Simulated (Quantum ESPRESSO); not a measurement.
# arsenene, 1 layer, rectangular cell, stepped through strain along the second axis, part 2 of 5

Wanted: a table for arsenene, 1 layer, rectangular cell against strain along the second axis, and what can be fitted to it.

Quantum ESPRESSO 7.5; plane-wave DFT, PBE, GBRV ultrasoft pseudopotentials.

So far. Step 2 (Relaxing cell and ions of the reference):  The last row is no step: it is a fresh SCF in the final cell with a new plane-wave basis, -0 meV from the row before.

## 3. Relaxation with pw.x, -4 %

The input, m0.relax.in:

```
&control
  prefix = 'm0.relax'
  outdir = './out'
  pseudo_dir = './pseudo'
  nstep = 40
  forc_conv_thr = 0.0003
  calculation = 'relax'
  tstress = .true.
/
&system
  ibrav = 0
  nat = 4
  ntyp = 1
  ecutwfc = 50
  ecutrho = 250
  occupations = 'smearing'
  smearing = 'fd'
  degauss = 0.002
/
&electrons
  conv_thr = 1e-09
  mixing_beta = 0.4
  electron_maxstep = 120
  mixing_mode = 'plain'
/
&ions
/
ATOMIC_SPECIES
  As  74.9216  as_pbe_v1.uspp.F.UPF
CELL_PARAMETERS angstrom
  3.61112093400000 0.00000000000000 0.00000000000000
  0.00000000000000 6.00292240800000 0.00000000000000
  0.00000000000000 0.00000000000000 16.40000000000000
ATOMIC_POSITIONS crystal
  As  0.500000000000 0.166684633500 0.457414708500
  As  0.000000000000 0.666684619600 0.457414710100
  As  0.999999999900 0.333315380500 0.542585289900
  As  0.500000000000 0.833315366500 0.542585291500
K_POINTS automatic
  8 6 1 0 0 0
```

Run with:

```console
> OMP_NUM_THREADS=1 mpirun -n 4 pw.x -nk 2 -in m0.relax.in > m0.relax.out
```

The program printed:

```text
[banner, memory and clock lines left out]
Program PWSCF v.7.5 starts
[citation notice left out]

[...]
Message from routine setup:
[...]
bravais-lattice index     =            0
     lattice parameter (alat)  =       6.8240  a.u.
     unit-cell volume          =    2399.0827 (a.u.)^3
     number of atoms/cell      =            4
     number of atomic types    =            1
     number of electrons       =        20.00
     number of Kohn-Sham states=           14
     kinetic-energy cutoff     =      50.0000  Ry
     charge density cutoff     =     250.0000  Ry
     scf convergence threshold =      1.0E-09
     mixing beta               =       0.4000
     number of iterations used =            8  plain     mixing
     energy convergence thresh.=      1.0E-04
     force convergence thresh. =      3.0E-04
     Exchange-correlation= SLA  PW   PBE  PBE
                           (   1   4   3   4   0   0   0)
     nstep                     =           40

[...]
PseudoPot. # 1 for As read from file:
     ./pseudo/as_pbe_v1.uspp.F.UPF
     Pseudo is Ultrasoft + core correction, Zval =  5.0
     Generated by new atomic code, or converted to UPF format
     Using radial grid of  875 points,  6 beta functions with:
                l(1) =   0
                l(2) =   0
                l(3) =   1
                l(4) =   1
                l(5) =   2
                l(6) =   2
     Q(r) pseudized with  8 coefficients,  rinner =    1.300   1.300   1.300
                                                       1.300   1.300

     atomic species   valence    mass     pseudopotential
     As                5.00    74.92160     As( 1.00)

      4 Sym. Ops., with inversion, found

[...]
number of k points=    20  Fermi-Dirac smearing, width (Ry)=  0.0020
[...]
Dense  grid:   160253 G-vectors     FFT dimensions: (  36,  60, 160)

     Smooth grid:   114667 G-vectors     FFT dimensions: (  32,  54, 144)

     Initial potential from superposition of free atoms

     starting charge      19.9990, renormalised to      20.0000

     negative rho (up, down):  1.519E-04 0.000E+00
     Starting wfcs are   16 randomized atomic wfcs

     per-process dynamical memory:    66.5 Mb

     Self-consistent Calculation

     iteration #  1     ecut=    50.00 Ry     beta= 0.40
     Davidson diagonalization with overlap
     ethr =  1.00E-02,  avg # of iterations =  2.1

     Threshold (ethr) on eigenvalues was too large:
     Diagonalizing with lowered threshold

     Davidson diagonalization with overlap
     ethr =  2.20E-04,  avg # of iterations =  2.4

     negative rho (up, down):  2.561E-05 0.000E+00

     total energy              =    -161.08081750 Ry
     estimated scf accuracy    <       0.04411737 Ry

     iteration #  2     ecut=    50.00 Ry     beta= 0.40
[...]
negative rho (up, down):  6.779E-05 0.000E+00

[...]
total energy              =    -161.07988241 Ry
     estimated scf accuracy    <       0.01266918 Ry

     iteration #  3     ecut=    50.00 Ry     beta= 0.40
[...]
negative rho (up, down):  9.718E-05 0.000E+00

[...]
total energy              =    -161.08101353 Ry
     estimated scf accuracy    <       0.00040699 Ry

     iteration #  4     ecut=    50.00 Ry     beta= 0.40
[...]
c_bands:  1 eigenvalues not converged
[...]
negative rho (up, down):  1.198E-04 0.000E+00

[...]
total energy              =    -161.08131393 Ry
     estimated scf accuracy    <       0.00006392 Ry

     iteration #  5     ecut=    50.00 Ry     beta= 0.40
[...]
negative rho (up, down):  1.333E-04 0.000E+00

[...]
total energy              =    -161.08132513 Ry
     estimated scf accuracy    <       0.00002423 Ry

     iteration #  6     ecut=    50.00 Ry     beta= 0.40
[...]
negative rho (up, down):  1.429E-04 0.000E+00

[...]
total energy              =    -161.08133239 Ry
     estimated scf accuracy    <       0.00000147 Ry

     iteration #  7     ecut=    50.00 Ry     beta= 0.40
[...]
negative rho (up, down):  1.487E-04 0.000E+00

[...]
total energy              =    -161.08133493 Ry
     estimated scf accuracy    <       0.00000053 Ry

     iteration #  8     ecut=    50.00 Ry     beta= 0.40
[...]
negative rho (up, down):  1.520E-04 0.000E+00

[...]
total energy              =    -161.08133504 Ry
     estimated scf accuracy    <       0.00000006 Ry

     iteration #  9     ecut=    50.00 Ry     beta= 0.40
[...]
negative rho (up, down):  1.542E-04 0.000E+00

[...]
total energy              =    -161.08133511 Ry
     estimated scf accuracy    <       0.00000002 Ry

     iteration # 10     ecut=    50.00 Ry     beta= 0.40
[...]
negative rho (up, down):  1.577E-04 0.000E+00

[...]
End of self-consistent calculation

          k = 0.0000 0.0000 0.0000 ( 14307 PWs)   bands (ev):

   -16.2219 -13.3981 -11.6959  -9.7143  -5.9305  -4.6219  -4.0713  -3.1503
    -2.4183  -2.1810  -0.6722  -0.2244   0.7302   1.0454

          k = 0.0000 0.1003 0.0000 ( 14341 PWs)   bands (ev):

   -16.1197 -13.8819 -11.1444  -9.6825  -6.0986  -4.5250  -3.7557  -3.1894
    -3.0168  -2.6753  -0.8071   0.2271   0.9409   1.2981

[...]
the Fermi energy is    -1.6112 ev

!    total energy              =    -161.08133513 Ry
     estimated scf accuracy    <          7.4E-10 Ry
     smearing contrib. (-TS)   =      -0.00000000 Ry
     internal energy E=F+TS    =    -161.08133513 Ry

     The total energy is F=E-TS. E is the sum of the following terms:
     one-electron contribution =    -204.36730560 Ry
     hartree contribution      =     106.18873706 Ry
     xc contribution           =    -126.10242565 Ry
     ewald contribution        =      63.19965906 Ry

     convergence has been achieved in  10 iterations

     negative rho (up, down):  1.577E-04 0.000E+00

     Forces acting on atoms (cartesian axes, Ry/au):

     atom    1 type  1   force =     0.00000000    0.00710948   -0.01106841
     atom    2 type  1   force =     0.00000000    0.00710912   -0.01106848
     atom    3 type  1   force =     0.00000000   -0.00710912    0.01106848
     atom    4 type  1   force =     0.00000000   -0.00710948    0.01106841

     Total force =     0.026310     Total SCF correction =     0.000024

     Computing stress (Cartesian axis) and pressure

     negative rho (up, down):  1.577E-04 0.000E+00
          total   stress  (Ry/bohr**3)                   (kbar)     P=        7.90
   0.00002489   0.00000000   0.00000000            3.66        0.00        0.00
   0.00000000   0.00011248  -0.00001562            0.00       16.55       -2.30
   0.00000000  -0.00001562   0.00002369            0.00       -2.30        3.48

     BFGS Geometry Optimization
     Energy error            =      6.9E-04 Ry
     Gradient error          =      1.1E-02 Ry/Bohr

     number of scf cycles    =   1
     number of bfgs steps    =   0

     energy             new  =    -161.0813351295 Ry

     new trust radius        =       0.0131550160 bohr
     new conv_thr            =       0.0000000010 Ry

ATOMIC_POSITIONS (crystal)
As               0.5000000000        0.1673113575        0.4570575652
As               0.0000000000        0.6673113115        0.4570575645
As               0.9999999999        0.3326886886        0.5429424355
As               0.5000000000        0.8326886425        0.5429424348

[...]
NEW-OLD atomic charge density approx. for the potential

     negative rho (up, down):  1.591E-04 0.000E+00

     per-process dynamical memory:    74.4 Mb

[...]
!    total energy              =    -161.08184289 Ry
[...]
Total force =     0.012524     Total SCF correction =     0.000004
[...]
number of bfgs steps    =   1
[...]
energy             new  =    -161.0818428874 Ry
[...]
new trust radius        =       0.0120870740 bohr
[...]
!    total energy              =    -161.08200319 Ry
[...]
Total force =     0.002584     Total SCF correction =     0.000003
[...]
number of bfgs steps    =   2
[...]
energy             new  =    -161.0820031899 Ry
[...]
new trust radius        =       0.0016849588 bohr
[...]
!    total energy              =    -161.08200932 Ry
[...]
Total force =     0.001604     Total SCF correction =     0.000002
[...]
number of bfgs steps    =   3
[...]
energy             new  =    -161.0820093170 Ry
[...]
new trust radius        =       0.0018534547 bohr
[...]
Self-consistent Calculation

     iteration #  1     ecut=    50.00 Ry     beta= 0.40
     Davidson diagonalization with overlap
     ethr =  1.00E-06,  avg # of iterations =  2.0

     Threshold (ethr) on eigenvalues was too large:
     Diagonalizing with lowered threshold

     Davidson diagonalization with overlap
     ethr =  1.12E-09,  avg # of iterations =  7.0

     negative rho (up, down):  1.554E-04 0.000E+00

     total energy              =    -161.08201247 Ry
     estimated scf accuracy    <       0.00000019 Ry

[...]
iteration #  5     ecut=    50.00 Ry     beta= 0.40
[...]
negative rho (up, down):  1.552E-04 0.000E+00

[...]
End of self-consistent calculation

          k = 0.0000 0.0000 0.0000 ( 14307 PWs)   bands (ev):

   -16.1173 -13.3639 -11.5307  -9.7501  -5.9535  -4.5321  -4.0308  -3.1820
    -2.3762  -2.0181  -0.6316  -0.1480   0.6166   1.1594

          k = 0.0000 0.1003 0.0000 ( 14341 PWs)   bands (ev):

   -16.0158 -13.8172 -11.0202  -9.7162  -6.0977  -4.4363  -3.7296  -3.1403
    -2.9464  -2.6231  -0.7913   0.2845   0.8585   1.3911

[...]
the Fermi energy is    -1.5248 ev

!    total energy              =    -161.08201250 Ry
     estimated scf accuracy    <          8.0E-12 Ry
     smearing contrib. (-TS)   =      -0.00000000 Ry
     internal energy E=F+TS    =    -161.08201250 Ry

     The total energy is F=E-TS. E is the sum of the following terms:
     one-electron contribution =    -203.59522715 Ry
     hartree contribution      =     105.82622197 Ry
     xc contribution           =    -126.07532229 Ry
     ewald contribution        =      62.76231497 Ry

     convergence has been achieved in   5 iterations

     negative rho (up, down):  1.552E-04 0.000E+00

     Forces acting on atoms (cartesian axes, Ry/au):

     atom    1 type  1   force =     0.00000000    0.00003573    0.00013714
     atom    2 type  1   force =     0.00000000    0.00003570    0.00013713
     atom    3 type  1   force =     0.00000000   -0.00003570   -0.00013713
     atom    4 type  1   force =     0.00000000   -0.00003573   -0.00013714

     Total force =     0.000283     Total SCF correction =     0.000002

     Computing stress (Cartesian axis) and pressure

     negative rho (up, down):  1.552E-04 0.000E+00
          total   stress  (Ry/bohr**3)                   (kbar)     P=        5.75
   0.00002087   0.00000000   0.00000000            3.07        0.00        0.00
   0.00000000   0.00009741  -0.00000008            0.00       14.33       -0.01
   0.00000000  -0.00000008  -0.00000096            0.00       -0.01       -0.14

     Energy error            =      3.2E-06 Ry
     Gradient error          =      1.4E-04 Ry/Bohr

     bfgs converged in   5 scf cycles and   4 bfgs steps
     (criteria: energy <  1.0E-04 Ry, force <  3.0E-04 Ry/Bohr)

     End of BFGS Geometry Optimization

     Final energy             =    -161.0820124983 Ry

     File ./out/m0.relax.bfgs deleted, as requested
Begin final coordinates

ATOMIC_POSITIONS (crystal)
As               0.5000000000        0.1683214001        0.4567931055
As               0.0000000000        0.6683213824        0.4567930981
As               0.9999999999        0.3316786177        0.5432069019
As               0.5000000000        0.8316785999        0.5432068945
End final coordinates

[...]
```

Wall time 1.8 min (4 MPI ranks of Arm Neoverse V1, shared host); peak memory 0.87 GiB; 7.2 min of CPU time.

Step by step:

```tsv
step	energy less that of the first step (eV)	largest force (eV/Å)
1	0.0000	0.3382
2	-0.0069	0.1610
3	-0.0091	0.0332
4	-0.0092	0.0206
5	-0.0092	0.0036
```

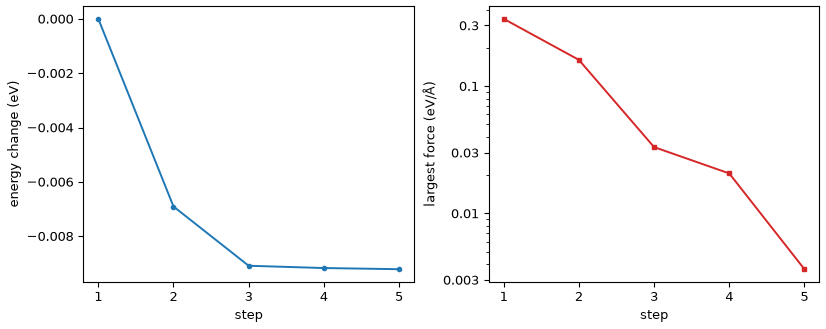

Energy and largest force along the relaxation.

The atoms that moved most (Å):

```tsv
atom	dx	dy	dz	length
As2	0.000	0.010	-0.010	0.014
As3	0.000	-0.010	0.010	0.014
As4	0.000	-0.010	0.010	0.014
As1	0.000	0.010	-0.010	0.014
```

Final coordinates:

```xyz
4
Lattice="3.6111 0.0000 0.0000 0.0000 6.0029 0.0000 0.0000 0.0000 16.4000" Properties=species:S:1:pos:R:3
As    1.8056    1.0104    7.4914
As    0.0000    4.0119    7.4914
As    3.6111    1.9910    8.9086
As    1.8056    4.9925    8.9086
```

The relaxation lowers the energy by 2 meV an atom.

Numbers from this step:

| Property | Result |
| --- | --- |
| free energy | -2191.6324 eV |
| Fermi energy | -1.525 eV |

## 4. SCF with pw.x, -4 %

The self-consistent run of this member.

The input, m0.scf.in:

```
&control
  prefix = 'm0.scf'
  outdir = './out'
  pseudo_dir = './pseudo'
  calculation = 'scf'
  tprnfor = .true.
/
&system
  ibrav = 0
  nat = 4
  ntyp = 1
  ecutwfc = 40
  ecutrho = 200
  occupations = 'smearing'
  smearing = 'fd'
  degauss = 0.002
  nbnd = 14
/
&electrons
  conv_thr = 1e-09
  mixing_beta = 0.4
  electron_maxstep = 120
  mixing_mode = 'plain'
/
ATOMIC_SPECIES
  As  74.9216  as_pbe_v1.uspp.F.UPF
CELL_PARAMETERS angstrom
  3.61112093400000 0.00000000000000 0.00000000000000
  0.00000000000000 6.00292240800000 0.00000000000000
  0.00000000000000 0.00000000000000 16.40000000000000
ATOMIC_POSITIONS crystal
  As  0.500000000000 0.168321400100 0.456793105500
  As  0.000000000000 0.668321382400 0.456793098100
  As  0.999999999900 0.331678617700 0.543206901900
  As  0.500000000000 0.831678599900 0.543206894500
K_POINTS automatic
  8 6 1 0 0 0
```

Run with:

```console
> OMP_NUM_THREADS=1 mpirun -n 4 pw.x -nk 2 -in m0.scf.in > m0.scf.out
```

The program printed:

```text
[banner, memory and clock lines left out]
Program PWSCF v.7.5 starts
[citation notice left out]

[...]
Message from routine setup:
[...]
bravais-lattice index     =            0
     lattice parameter (alat)  =       6.8240  a.u.
     unit-cell volume          =    2399.0827 (a.u.)^3
     number of atoms/cell      =            4
     number of atomic types    =            1
     number of electrons       =        20.00
     number of Kohn-Sham states=           14
     kinetic-energy cutoff     =      40.0000  Ry
     charge density cutoff     =     200.0000  Ry
     scf convergence threshold =      1.0E-09
     mixing beta               =       0.4000
     number of iterations used =            8  plain     mixing
     Exchange-correlation= SLA  PW   PBE  PBE
                           (   1   4   3   4   0   0   0)

[...]
PseudoPot. # 1 for As read from file:
     ./pseudo/as_pbe_v1.uspp.F.UPF
     Pseudo is Ultrasoft + core correction, Zval =  5.0
     Generated by new atomic code, or converted to UPF format
     Using radial grid of  875 points,  6 beta functions with:
                l(1) =   0
                l(2) =   0
                l(3) =   1
                l(4) =   1
                l(5) =   2
                l(6) =   2
     Q(r) pseudized with  8 coefficients,  rinner =    1.300   1.300   1.300
                                                       1.300   1.300

     atomic species   valence    mass     pseudopotential
     As                5.00    74.92160     As( 1.00)

      4 Sym. Ops., with inversion, found

[...]
number of k points=    20  Fermi-Dirac smearing, width (Ry)=  0.0020
[...]
Dense  grid:   114667 G-vectors     FFT dimensions: (  32,  54, 144)

     Smooth grid:    82043 G-vectors     FFT dimensions: (  27,  45, 125)

     Initial potential from superposition of free atoms

     starting charge      19.9990, renormalised to      20.0000

     negative rho (up, down):  1.770E-04 0.000E+00
     Starting wfcs are   16 randomized atomic wfcs

     per-process dynamical memory:    48.9 Mb

     Self-consistent Calculation

     iteration #  1     ecut=    40.00 Ry     beta= 0.40
     Davidson diagonalization with overlap
     ethr =  1.00E-02,  avg # of iterations =  2.0

     Threshold (ethr) on eigenvalues was too large:
     Diagonalizing with lowered threshold

     Davidson diagonalization with overlap
     ethr =  2.16E-04,  avg # of iterations =  2.5

     negative rho (up, down):  2.611E-04 0.000E+00

     total energy              =    -161.08137497 Ry
     estimated scf accuracy    <       0.04363977 Ry

     iteration #  2     ecut=    40.00 Ry     beta= 0.40
[...]
negative rho (up, down):  3.502E-04 0.000E+00

[...]
total energy              =    -161.08049441 Ry
     estimated scf accuracy    <       0.01231081 Ry

     iteration #  3     ecut=    40.00 Ry     beta= 0.40
[...]
negative rho (up, down):  3.628E-04 0.000E+00

[...]
total energy              =    -161.08144276 Ry
     estimated scf accuracy    <       0.00044775 Ry

     iteration #  4     ecut=    40.00 Ry     beta= 0.40
[...]
c_bands:  1 eigenvalues not converged
[...]
negative rho (up, down):  3.699E-04 0.000E+00

[...]
total energy              =    -161.08165885 Ry
     estimated scf accuracy    <       0.00004562 Ry

     iteration #  5     ecut=    40.00 Ry     beta= 0.40
[...]
negative rho (up, down):  3.727E-04 0.000E+00

[...]
total energy              =    -161.08167056 Ry
     estimated scf accuracy    <       0.00001740 Ry

     iteration #  6     ecut=    40.00 Ry     beta= 0.40
[...]
negative rho (up, down):  3.783E-04 0.000E+00

[...]
total energy              =    -161.08167700 Ry
     estimated scf accuracy    <       0.00000121 Ry

     iteration #  7     ecut=    40.00 Ry     beta= 0.40
[...]
negative rho (up, down):  3.815E-04 0.000E+00

[...]
total energy              =    -161.08167858 Ry
     estimated scf accuracy    <       0.00000029 Ry

     iteration #  8     ecut=    40.00 Ry     beta= 0.40
[...]
negative rho (up, down):  3.834E-04 0.000E+00

[...]
total energy              =    -161.08167866 Ry
     estimated scf accuracy    <       0.00000002 Ry

     iteration #  9     ecut=    40.00 Ry     beta= 0.40
[...]
negative rho (up, down):  3.847E-04 0.000E+00

[...]
total energy              =    -161.08167867 Ry
     estimated scf accuracy    <          3.1E-09 Ry

     iteration # 10     ecut=    40.00 Ry     beta= 0.40
[...]
negative rho (up, down):  3.869E-04 0.000E+00

[...]
End of self-consistent calculation

          k = 0.0000 0.0000 0.0000 ( 10217 PWs)   bands (ev):

   -16.1183 -13.3645 -11.5311  -9.7494  -5.9532  -4.5326  -4.0304  -3.1815
    -2.3767  -2.0186  -0.6322  -0.1488   0.6169   1.1592

          k = 0.0000 0.1003 0.0000 ( 10239 PWs)   bands (ev):

   -16.0168 -13.8179 -11.0204  -9.7155  -6.0975  -4.4369  -3.7291  -3.1399
    -2.9469  -2.6236  -0.7917   0.2841   0.8586   1.3911

[...]
the Fermi energy is    -1.5236 ev

!    total energy              =    -161.08167865 Ry
     estimated scf accuracy    <          6.7E-10 Ry
     smearing contrib. (-TS)   =      -0.00000000 Ry
     internal energy E=F+TS    =    -161.08167865 Ry

     The total energy is F=E-TS. E is the sum of the following terms:
     one-electron contribution =    -203.59115728 Ry
     hartree contribution      =     105.82526526 Ry
     xc contribution           =    -126.07810156 Ry
     ewald contribution        =      62.76231494 Ry

     convergence has been achieved in  10 iterations

     negative rho (up, down):  3.869E-04 0.000E+00

     Forces acting on atoms (cartesian axes, Ry/au):

     atom    1 type  1   force =     0.00000000    0.00005110   -0.00007596
     atom    2 type  1   force =     0.00000000    0.00005080   -0.00007595
     atom    3 type  1   force =     0.00000000   -0.00005080    0.00007595
     atom    4 type  1   force =     0.00000000   -0.00005110    0.00007596

     Total force =     0.000183     Total SCF correction =     0.000030
     SCF correction compared to forces is large: reduce conv_thr to get better values

[...]
```

Elapsed: 21 s, on 4 MPI ranks; peak memory 0.38 GiB.

This step gave:

* free energy: -2191.6279 eV
* Fermi energy: -1.524 eV
* valence top, on the run's zero: -2.019 eV
* conduction bottom, on the run's zero: -1.013 eV
* gap by band count: 1.006 eV

(Continued in part 3 of 5.)

[Logs are printed without paths, hosts, clocks, repeated set-up lines and the standing remarks that a program may print on its own settings, such as how far it seeks lower states.]

[Hosts, paths, dates, database ids (printed as entryN), source tags and the programs' standing remarks are cut or masked in the printed files.]

[Maps of the electrostatic potential energy from Ansatz leave out the sawtooth potential of an applied field or a dipole correction, so their vacuum need not be flat; planar profiles and work functions include it.]
